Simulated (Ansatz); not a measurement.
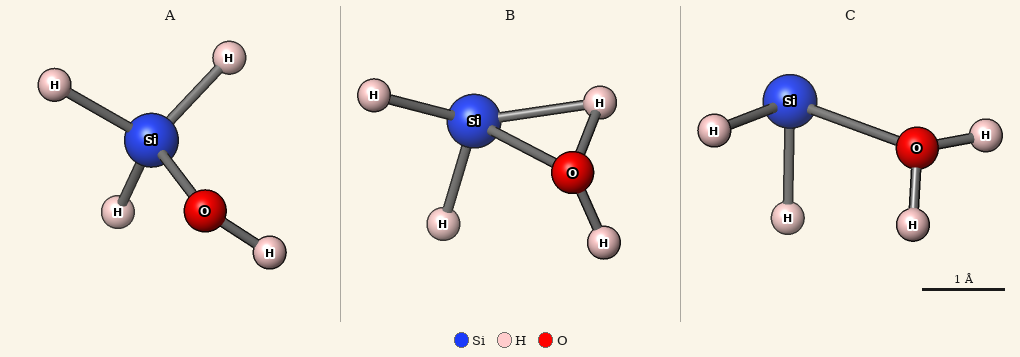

Three geometries of SiH4O: a saddle point and the two minima that it joins, in shuffled order. The picture is a ball-and-stick view, seen at a tilt. Sticks join atoms that are closer than about 1.2 times the sum of their covalent radii (a little more with hydrogen).

Stationary points at PBE0-D4/def2-TZVP, single-point energies with CCSD(T)/CBS, wB97X-V, wB97M-V (def2-TZVPP where no basis is named; Ansatz 0.2.0). The energies are electronic, without zero-point or thermal terms, and both ends are the minima reached downhill from the saddle, with any fragments still in contact. CCSD(T)/CBS stands for a frozen-core estimate: MP2 correlation extrapolated from def2-TZVPP and def2-QZVPP, CCSD(T) minus MP2 from the smaller set.

Identify the saddle point and describe the reaction.

Frame B is the saddle point. From C over the saddle to A, a bond forms: H–Si (2.56 → 1.63 → 1.49 Å). A bond breaks: H–O (0.96 → 1.26 → 2.60 Å). Bonds that stay but change much: O–Si (2.06 → 1.90 → 1.65 Å). The saddle has one imaginary mode, 1523i cm⁻¹. With CCSD(T)/CBS the barrier is 97.1 kJ/mol from C and 346.7 kJ/mol from A, and A lies 249.6 kJ/mol below C.

| level | barrier from C (kJ/mol) | barrier from A (kJ/mol) | A less C (kJ/mol) |
| --- | --- | --- | --- |
| CCSD(T)/CBS | 97.1 | 346.7 | −249.6 |
| wB97X-V | 97.3 | 349.3 | −252.0 |
| wB97M-V | 102.3 | 339.1 | −236.9 |

Against CCSD(T)/CBS, wB97X-V comes closest on the barrier from C (+0.2 kJ/mol) and wB97M-V misses most (+5.2 kJ/mol).
